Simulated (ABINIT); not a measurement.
# Quasiparticle gap of SrTiO3 (Tausonite) in ABINIT, part 2 of 3

Wanted: ground state, empty states, screening and self-energy for SrTiO3 (Tausonite).

ABINIT 10.8.3; PBE and many-body steps on it, plane waves. Known limits of the many-body steps: not at the basis limit; no spin-orbit coupling; coarse k mesh.

So far. Step 2 (Ground state): The gap is indirect, with the least direct gap 0.36 eV higher.

### 3. Bands along the symmetry lines

Level of this step: DFT, PBE, plane waves, norm-conserving pseudopotentials (ABINIT).

Levels along a band path, at the cheap level, show where the edges lie and whether the meshes to come will hold them.

run.abi reads:

```
acell 3*1.0 Angstrom
rprim 
  3.905280000000 0.000000000000 0.000000000000
  0.000000000000 3.905280000000 0.000000000000
  0.000000000000 0.000000000000 3.905280000000
ntypat 3
znucl 38 22 8
natom 5
typat 1 2 3 3 3
xred 
  0.500000000000 0.500000000000 0.500000000000
  0.000000000000 0.000000000000 0.000000000000
  0.500000000000 0.000000000000 0.000000000000
  0.000000000000 0.500000000000 0.000000000000
  0.000000000000 0.000000000000 0.500000000000
pp_dirpath "pseudos"
pseudos "Sr.upf, Ti.upf, O.upf"
ecut 38
iscf -2
irdden 1
kptopt 0
nkpt 50
kpt 
  0.00000000 0.00000000 0.00000000
  0.00000000 0.06250000 0.00000000
  0.00000000 0.12500000 0.00000000
  0.00000000 0.18750000 0.00000000
  0.00000000 0.25000000 0.00000000
  0.00000000 0.31250000 0.00000000
  0.00000000 0.37500000 0.00000000
  0.00000000 0.43750000 0.00000000
  0.00000000 0.50000000 0.00000000
  0.06250000 0.50000000 0.00000000
  0.12500000 0.50000000 0.00000000
  0.18750000 0.50000000 0.00000000
  0.25000000 0.50000000 0.00000000
  0.31250000 0.50000000 0.00000000
  0.37500000 0.50000000 0.00000000
  0.43750000 0.50000000 0.00000000
  0.50000000 0.50000000 0.00000000
  0.43750000 0.43750000 0.00000000
  0.37500000 0.37500000 0.00000000
  0.31250000 0.31250000 0.00000000
  0.25000000 0.25000000 0.00000000
  0.18750000 0.18750000 0.00000000
  0.12500000 0.12500000 0.00000000
  0.06250000 0.06250000 0.00000000
  0.00000000 0.00000000 0.00000000
  0.06250000 0.06250000 0.06250000
  0.12500000 0.12500000 0.12500000
  0.18750000 0.18750000 0.18750000
  0.25000000 0.25000000 0.25000000
  0.31250000 0.31250000 0.31250000
  0.37500000 0.37500000 0.37500000
  0.43750000 0.43750000 0.43750000
  0.50000000 0.50000000 0.50000000
  0.43750000 0.50000000 0.43750000
  0.37500000 0.50000000 0.37500000
  0.31250000 0.50000000 0.31250000
  0.25000000 0.50000000 0.25000000
  0.18750000 0.50000000 0.18750000
  0.12500000 0.50000000 0.12500000
  0.06250000 0.50000000 0.06250000
  0.00000000 0.50000000 0.00000000
  0.50000000 0.50000000 0.50000000
  0.50000000 0.50000000 0.43750000
  0.50000000 0.50000000 0.37500000
  0.50000000 0.50000000 0.31250000
  0.50000000 0.50000000 0.25000000
  0.50000000 0.50000000 0.18750000
  0.50000000 0.50000000 0.12500000
  0.50000000 0.50000000 0.06250000
  0.50000000 0.50000000 0.00000000
istwfk *1
nband 31
nbdbuf 6
tolwfr 1e-07
nstep 50
prtwf 0
prtvol 0
indata_prefix "in"
outdata_prefix "out"
tmpdata_prefix "tmp"
```

On the command line:

```
> OMP_NUM_THREADS=1 mpirun -n 4 abinit run.abi > log
```

Numbers of over 12 decimals in the logs are rounded to 6 here.

The log of the run:

```text
.Version 10.8.3 of ABINIT. v10.8.2 released Aug 2026.

 Symmetries : space group Pm -3 m (#221); Bravais cP (primitive cubic)
[... echo of the input left out ...]
== DATASET  1 ==================================================================
-   mpi_nproc: 4, omp_nthreads: 1 (-1 if OMP is not activated)

--- !DatasetInfo
iteration_state: {dtset: 1, }
dimensions: {natom: 5, nkpt: 50, mband: 31, nsppol: 1, nspinor: 1, nspden: 1, mpw: 4632, }
cutoff_energies: {ecut:  38.0, pawecutdg:  -1.0, }
electrons: {nelect:   4.00000000E+01, charge:   0.00000000E+00, occopt:   1.00000000E+00, tsmear:   1.00000000E-02, }

 Real(R)+Recip(G) space primitive vectors, cartesian coordinates (Bohr,Bohr^-1):
 R(1)=  7.3799096  0.0000000  0.0000000  G(1)=  0.1355030  0.0000000  0.0000000
 R(2)=  0.0000000  7.3799096  0.0000000  G(2)=  0.0000000  0.1355030  0.0000000
 R(3)=  0.0000000  0.0000000  7.3799096  G(3)=  0.0000000  0.0000000  0.1355030
 Unit cell volume ucvol=  4.0193251E+02 bohr^3
 Angles (23,13,12)=  9.00000000E+01  9.00000000E+01  9.00000000E+01 degrees

 getcut: wavevector=  0.0000  0.0000  0.0000  ngfft=  45  45  45
         ecut(hartree)=     38.000   => boxcut(ratio)=   2.14855

--- Pseudopotential description ------------------------------------------------
- Sr Generated using ONCVPSP code by D. R. Hamann
- 38.00000  10.00000  171031                  znucl, zion, pspdat
12 -101130 2 -1 1834                          pspcod,pspxc,lmax,lloc,mmax
     nproj     2     2     2
  pspatm : epsatm=   12.84204793
         --- l  ekb(1:nproj) -->
             0    9.951127    1.027824
             1    7.382610    1.665143
             2    4.168853    0.950057
 pspatm: atomic psp has been read  and splines computed

- Ti Generated using ONCVPSP code by D. R. Hamann
- 22.00000  12.00000  171031                  znucl, zion, pspdat
12 -101130 2 -1 1586                          pspcod,pspxc,lmax,lloc,mmax
     nproj     2     2     2
  pspatm : epsatm=   14.68144553
         --- l  ekb(1:nproj) -->
[...]
pspatm: atomic psp has been read  and splines computed

- O Generated using ONCVPSP code by D. R. Hamann
-  8.00000   6.00000  171031                  znucl, zion, pspdat
12 -101130 2 -1 936                           pspcod,pspxc,lmax,lloc,mmax
     nproj     2     2     1
  pspatm : epsatm=    6.19545534
         --- l  ekb(1:nproj) -->
[...]
2   -1.331955
 pspatm: atomic psp has been read  and splines computed

--------------------------------------------------------------------------------

================================================================================
 prteigrs : about to open file out_EIG
 Non-SCF case, kpt    1 (  0.00000  0.00000  0.00000), residuals and eigenvalues=
  1.32E-08  4.14E-08  1.80E-08  5.05E-08  5.32E-08  9.41E-08  3.06E-08  7.12E-08
[...]
1.9739E-01  2.5134E-01  3.9556E-01  3.9556E-01  4.1257E-01  4.5175E-01
  5.4619E-01  5.5985E-01  5.6454E-01  6.0732E-01  6.0732E-01  6.3126E-01
  6.9693E-01

--- !ResultsGS
iteration_state: {dtset: 1, }
comment   : Summary of ground state results
lattice_vectors:
- [  7.3799096,   0.0000000,   0.0000000, ]
- [  0.0000000,   7.3799096,   0.0000000, ]
- [  0.0000000,   0.0000000,   7.3799096, ]
lattice_lengths: [   7.37991,    7.37991,    7.37991, ]
lattice_angles: [ 90.000,  90.000,  90.000, ] # degrees, (23, 13, 12)
lattice_volume:   4.0193251E+02
convergence: {deltae:  0.000E+00, res2:  0.000E+00, residm:  9.999E-08, diffor:  0.000E+00, }
etotal    :  -1.43540844E+02
entropy   :   0.00000000E+00
fermie    :   2.54497182E-01
cartesian_stress_tensor: null
pressure_GPa: null
xred      :
- [  5.0000E-01,   5.0000E-01,   5.0000E-01, Sr]
- [  0.0000E+00,   0.0000E+00,   0.0000E+00, Ti]
- [  5.0000E-01,   0.0000E+00,   0.0000E+00,  O]
- [  0.0000E+00,   5.0000E-01,   0.0000E+00,  O]
- [  0.0000E+00,   0.0000E+00,   5.0000E-01,  O]
cartesian_forces: null
force_length_stats: {min: null, max: null, mean: null, }

 Integrated electronic density in atomic spheres:
 ------------------------------------------------
 Atom  Sphere_radius  Integrated_density
[...]
================================================================================

 ----iterations are completed or convergence reached----

 Mean square residual over all n,k,spin=   48.693E-09; max=  99.988E-09
 reduced coordinates (array xred) for    5 atoms
[...]
0.000000000000      0.500000000000      0.000000000000
       0.000000000000      0.000000000000      0.500000000000

 cartesian coordinates (angstrom) at end:
    1      1.952640     1.952640     1.952640
    2      0.000000     0.000000     0.000000
    3      1.952640     0.000000     0.000000
    4      0.000000     1.952640     0.000000
    5      0.000000     0.000000     1.952640
 length scales=  1.889726125908  1.889726125908  1.889726125908 bohr
              =  1.000000000000  1.000000000000  1.000000000000 angstroms
 prteigrs : about to open file out_EIG
 Eigenvalues (hartree) for nkpt=  50  k points:
 kpt#   1, nband= 31, wtk=  1.00000, kpt=  0.0000  0.0000  0.0000 (reduced coord)
[...]
kpt#   2, nband= 31, wtk=  1.00000, kpt=  0.0000  0.0625  0.0000 (reduced coord)
[...]
kpt#   3, nband= 31, wtk=  1.00000, kpt=  0.0000  0.1250  0.0000 (reduced coord)
[...]
kpt#  49, nband= 31, wtk=  1.00000, kpt=  0.5000  0.5000  0.0625 (reduced coord)
[...]
0.54504    0.56114    0.56444    0.60138    0.60138    0.63049    0.69358
 kpt#  50, nband= 31, wtk=  1.00000, kpt=  0.5000  0.5000  0.0000 (reduced coord)
[...]
-0.28217   -0.27058   -0.27058    0.08476    0.08863    0.10098    0.15040    0.15040
   0.19112    0.19739    0.19739    0.25134    0.39556    0.39556    0.41257    0.45175
   0.54619    0.55985    0.56454    0.60732    0.60732    0.63126    0.69693

== END DATASET(S) ==============================================================
================================================================================

 -outvars: echo values of variables after computation  --------
            nband          31
             nkpt          50
          spgroup         221
 [... the other variables as echoed above ...]

 Calculation completed.
```

Elapsed: 62 s, on 4 MPI ranks of Arm Neoverse N1, shared host; peak memory 0.37 GiB; 4.1 min of CPU time.

Numbers from this step:

| Property | Result |
| --- | --- |
| gap | 1.908 eV |
| k of the valence top | 0.5, 0.5, 0.5 |
| k of the conduction bottom | 0, 0, 0 |
| least direct gap | 2.263 eV |

The gap is 1.908 eV, as in the run before at this level.

Electronic bands along the path, in eV, zero at the top of the highest filled band:

```
    point  band 17  band 18  band 19  band 20  band 21  band 22  band 23  band 24
        Γ    -1.17    -0.36    -0.36    -0.36     1.91     1.91     1.91     4.39
        X    -2.34    -1.96    -0.73    -0.73     2.07     3.83     3.83     4.40
        M    -1.72    -1.55    -1.55    -0.09     3.84     3.84     4.30     5.37
        Γ    -1.17    -0.36    -0.36    -0.36     1.91     1.91     1.91     4.39
        R    -3.71     0.00     0.00     0.00     4.52     4.52     4.52     7.00
        X    -2.34    -1.96    -0.73    -0.73     2.07     3.83     3.83     4.40
jump to R    -3.71     0.00     0.00     0.00     4.52     4.52     4.52     7.00
        M    -1.72    -1.55    -1.55    -0.09     3.84     3.84     4.30     5.37
```

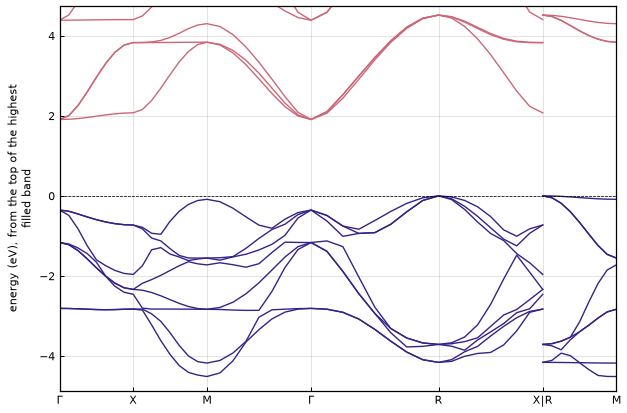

Electronic bands along the path; lines of filled and empty bands in two colours.

### 4. Empty states on the mesh, 4×4×4 mesh, 155 bands

The sums over transitions need many empty states on a uniform mesh; this step solves for them.

run.abi reads:

```
acell 3*1.0 Angstrom
rprim 
  3.905280000000 0.000000000000 0.000000000000
  0.000000000000 3.905280000000 0.000000000000
  0.000000000000 0.000000000000 3.905280000000
ntypat 3
znucl 38 22 8
natom 5
typat 1 2 3 3 3
xred 
  0.500000000000 0.500000000000 0.500000000000
  0.000000000000 0.000000000000 0.000000000000
  0.500000000000 0.000000000000 0.000000000000
  0.000000000000 0.500000000000 0.000000000000
  0.000000000000 0.000000000000 0.500000000000
pp_dirpath "pseudos"
pseudos "Sr.upf, Ti.upf, O.upf"
ecut 38
ngkpt 4 4 4
nshiftk 1
shiftk 0 0 0
kptopt 1
chksymbreak 0
irdden 1
istwfk *1
nband 155
prtvol 0
optdriver 6
gwr_task "HDIAGO"
paral_kgb 0
occopt 1
indata_prefix "in"
outdata_prefix "out"
tmpdata_prefix "tmp"
```

The log of the run:

```text
[banner, memory and clock lines left out]
.Version 10.8.3 of ABINIT. v10.8.2 released Aug 2026.

 Symmetries : space group Pm -3 m (#221); Bravais cP (primitive cubic)
[... echo of the input left out ...]
== DATASET  1 ==================================================================
-   mpi_nproc: 4, omp_nthreads: 1 (-1 if OMP is not activated)

--- !DatasetInfo
iteration_state: {dtset: 1, }
dimensions: {natom: 5, nkpt: 10, mband: 155, nsppol: 1, nspinor: 1, nspden: 1, mpw: 4632, }
cutoff_energies: {ecut:  38.0, pawecutdg:  -1.0, }
electrons: {nelect:   4.00000000E+01, charge:   0.00000000E+00, occopt:   1.00000000E+00, tsmear:   1.00000000E-02, }

.Using double precision arithmetic; gwpc =  8

- Reading GS density from: in_DEN

--- Pseudopotential description ------------------------------------------------
- Sr Generated using ONCVPSP code by D. R. Hamann
- 38.00000  10.00000  171031                  znucl, zion, pspdat
12 -101130 2 -1 1834                          pspcod,pspxc,lmax,lloc,mmax
     nproj     2     2     2
  pspatm : epsatm=   12.84204793
         --- l  ekb(1:nproj) -->
             0    9.951127    1.027824
             1    7.382610    1.665143
             2    4.168853    0.950057
 pspatm: atomic psp has been read  and splines computed

- Ti Generated using ONCVPSP code by D. R. Hamann
- 22.00000  12.00000  171031                  znucl, zion, pspdat
12 -101130 2 -1 1586                          pspcod,pspxc,lmax,lloc,mmax
     nproj     2     2     2
  pspatm : epsatm=   14.68144553
         --- l  ekb(1:nproj) -->
[...]
pspatm: atomic psp has been read  and splines computed

- O Generated using ONCVPSP code by D. R. Hamann
-  8.00000   6.00000  171031                  znucl, zion, pspdat
12 -101130 2 -1 936                           pspcod,pspxc,lmax,lloc,mmax
     nproj     2     2     1
  pspatm : epsatm=    6.19545534
         --- l  ekb(1:nproj) -->
             0    6.056735    0.824024
             1   -4.717130   -1.149271
             2   -1.331955
 pspatm: atomic psp has been read  and splines computed

   1.84439438E+03                                ecore*ucvol(ha*bohr**3)

 Total charge density [el/Bohr^3]
)     Maximum=    1.3479E+00  at reduced coord.    0.0000    0.0000    0.9111
)     Minimum=    5.0390E-03  at reduced coord.    0.4889    0.4889    0.0000
   Integrated=    4.0000E+01

 === KS gaps after direct diagonalization ===
 Indirect band gap semiconductor
 Fundamental gap:     1.908 (eV)
   VBM:     6.925 (eV) at k: [ 5.0000E-01,  5.0000E-01,  5.0000E-01]
   CBM:     8.833 (eV) at k: [ 0.0000E+00,  0.0000E+00,  0.0000E+00]
 Direct gap:         2.263 (eV) at k: [ 0.0000E+00,  0.0000E+00,  0.0000E+00]

== END DATASET(S) ==============================================================

 -outvars: echo values of variables after computation  --------
           etotal      0.0000000000E+00
            nband         155
             nkpt          10
          spgroup         221
 [... the other variables as echoed above ...]

 Calculation completed.
```

The job ended after 4.8 min (4 MPI ranks; peak memory 4.6 GiB).

Numbers from this step:

```yaml
gap: 1.908 eV
k_of_the_valence_top: 0.5, 0.5, 0.5
k_of_the_conduction_bottom: 0, 0, 0
least_direct_gap: 2.263 eV
k_points_computed: 10
lowest_point_of_the_top_converged_band_above_the_valence_top: 83.6462 eV
```

On this mesh the gap is 1.908 eV.

### 5. Screening, 4×4×4 mesh, 147 bands, screening to 130.6 eV

The RPA dielectric matrix is built and inverted for each q.

This step: RPA screening on PBE, plane waves, norm-conserving pseudopotentials.

run.abi, as its differences from that of step 4:

```diff
@@ -23,10 +23,11 @@
 chksymbreak 0
-irdden 1
 istwfk *1
-nband 155
-prtvol 0
-optdriver 6
-gwr_task "HDIAGO"
-paral_kgb 0
 occopt 1
+irdwfk 1
+optdriver 3
+nband 147
+ecuteps 4.8
+inclvkb 2
+awtr 1
+symchi 1
 indata_prefix "in"
```

The log of the run:

```text
.Version 10.8.3 of ABINIT. v10.8.2 released Aug 2026.

 Symmetries : space group Pm -3 m (#221); Bravais cP (primitive cubic)
[... echo of the input left out ...]
== DATASET  1 ==================================================================
-   mpi_nproc: 4, omp_nthreads: 1 (-1 if OMP is not activated)

--- !DatasetInfo
iteration_state: {dtset: 1, }
dimensions: {natom: 5, nkpt: 10, mband: 147, nsppol: 1, nspinor: 1, nspden: 1, mpw: 4632, }
cutoff_energies: {ecut:  38.0, pawecutdg:  -1.0, }
electrons: {nelect:   4.00000000E+01, charge:   0.00000000E+00, occopt:   1.00000000E+00, tsmear:   1.00000000E-02, }

 SCREENING: Calculation of the susceptibility and dielectric matrices

 Based on a program developped by R.W. Godby, V. Olevano, G. Onida, and L. Reining.
 Incorporated in ABINIT by V. Olevano, G.-M. Rignanese, and M. Torrent.
.Using double precision arithmetic ; gwpc =  8

[... cell and pseudopotentials left out ...]
--------------------------------------------------------------------------------

 ==== K-mesh for the wavefunctions ====
 Number of points in the irreducible wedge :    10
[... list of points left out ...]
 Together with 48 symmetry operations and time-reversal symmetry
 yields    64 points in the full Brillouin Zone.

 ==== Q-mesh for the screening function ====
 Number of points in the irreducible wedge :    10
[... list of points left out ...]
 Together with 48 symmetry operations and time-reversal symmetry
 yields    64 points in the full Brillouin Zone.

 setmesh: FFT mesh size selected  =    27x   27x   27
          total number of points  =        19683

 vcoul_init : cutoff-mode = AUXILIARY_FUNCTION
 q-points for optical limit:   1
     1)      0.000010    0.000020    0.000030

- screening: taking advantage of time-reversal symmetry
- Maximum band index for partially occupied states nbvw = 20
- Remaining bands to be divided among processors   nbcw = 127
- Number of bands treated by each node ~31

 Number of electrons calculated from density =   40.0000; Expected =   40.0000
 average of density, n =  0.099519
 r_s =    1.3387
 omega_plasma =   30.4305 [eV]

 calculating chi0 at frequencies [eV] :
  1    0.000000E+00    0.000000E+00
  2    0.000000E+00    3.043050E+01

--------------------------------------------------------------------------------
  q-point number  1        q = ( 0.000000, 0.000000, 0.000000) [r.l.u.]
--------------------------------------------------------------------------------
[... chi0 elements left out ...]
 For q-point:  0.000010 0.000020 0.000030
  dielectric constant =   6.4123
  dielectric constant without local fields =   6.7726

  Average fulfillment of the sum rule on Im[epsilon] for q-point    1 :     69.45  [%]
[... wings left out ...]
  q-point number  2        q = ( 0.250000, 0.000000, 0.000000) [r.l.u.]
--------------------------------------------------------------------------------
[... chi0 elements left out ...]
  Average fulfillment of the sum rule on Im[epsilon] for q-point    2 :     78.82  [%]

 [... 8 further q-points ...]
```

Elapsed: 2.9 min, on 4 MPI ranks; peak memory 1.2 GiB; 12 min of CPU time.

This step gave:

| Quantity | Value |
| --- | --- |
| ε∞ with local fields, on this mesh, along the program's q direction | 6.412 |
| the same without local fields | 6.773 |
| plasma frequency | 30.43 eV |
| plane waves in the screening matrix | 203 |

Local fields lower ε∞ by 5 %. On a Γ-centred mesh this coarse the value itself is usually too large, while a short band sum pulls it down.

[end of part 2 of 3]

[Paths, hosts, dates, memory and timing lines, banners, echoed tables and standing remarks are left out of the program output.]

[Logs are printed without paths, hosts, clocks, repeated set-up lines and the standing remarks that a program may print on its own settings, such as how far it seeks lower states.]

[Runs of the session that timed out or met a known fault of the program may be left out.]

[Hosts, paths, dates, database ids (printed as entryN), source tags and the programs' standing remarks are cut or masked in the printed files.]

[G0W0 gaps are taken among the corrected bands and points alone; a level outside them can change the order at an edge.]

[Where Ansatz stands beside ABINIT at settings called matched, ABINIT's density can come from a denser mesh and the files from another edition; pairs whose starting gaps differed by over 0.03 eV were left out, so agreement reads better than it is.]
